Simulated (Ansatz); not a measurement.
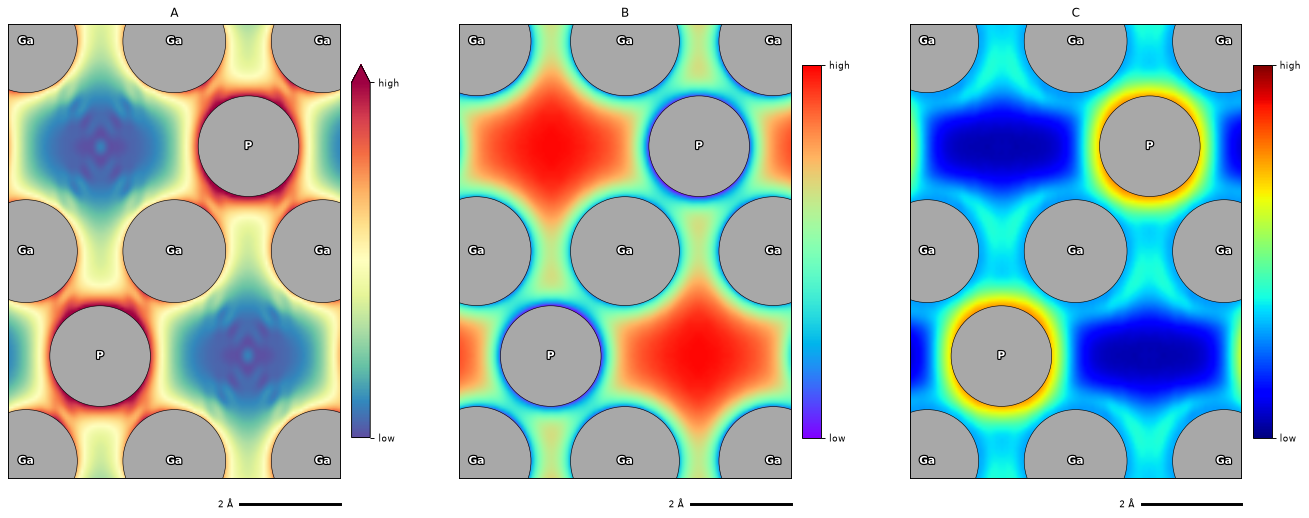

Ga4P: 3 fields on the (011) plane of the conventional cell, with unlabelled colour scales. Grey discs cover the atomic cores.

Space group Im-3m; a structure generated by program, which may or may not match a known phase; computed without spin polarisation.

All numbers below come from DFT PBE, scalar-relativistic, plane waves, PAW (Ansatz 0.2.0).

**The panels show electron localisation function, electrostatic potential energy of an electron and valence pseudo-density in some order. Assign them.**

Panel A: valence pseudo-density. Panel B: electrostatic potential energy of an electron (low next to the atoms, rising into the space between them). Panel C: electron localisation function. From the grid: Ga–P (2.58 Å): the density is about 0.34 e/Å³ at the midpoint; the ELF peaks at about 0.85 in the valence shell of P, 0.8 Å from its nucleus, and drops to about 0.30 between the two atoms.
